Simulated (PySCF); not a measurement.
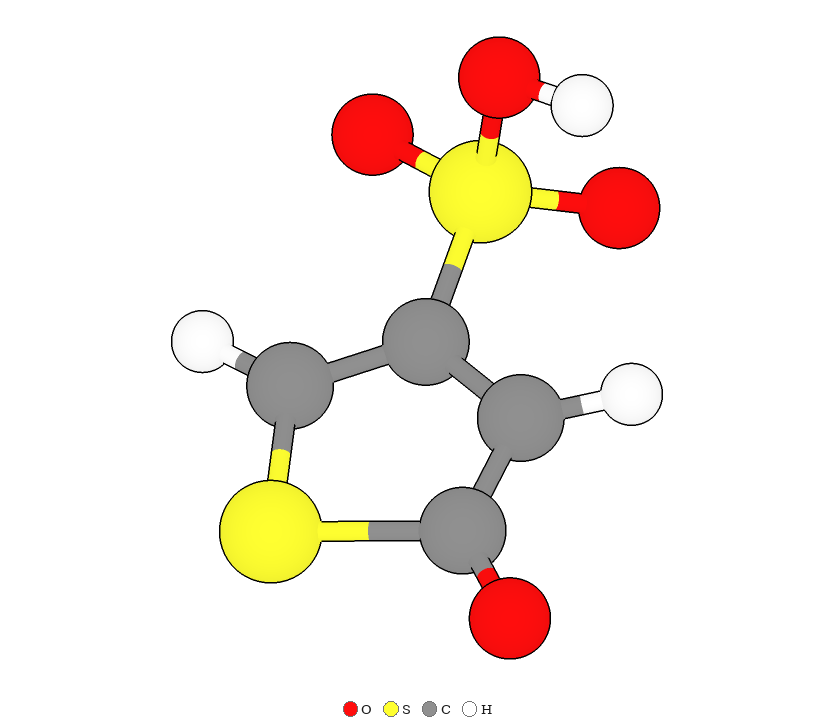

(Drawn from a calculation with PySCF.)

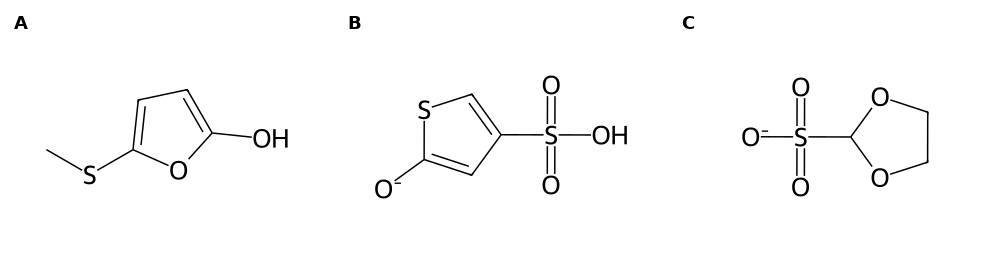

Which structural formula matches the 3D model?

B, `O=S(=O)(O)c1csc([O-])c1`.
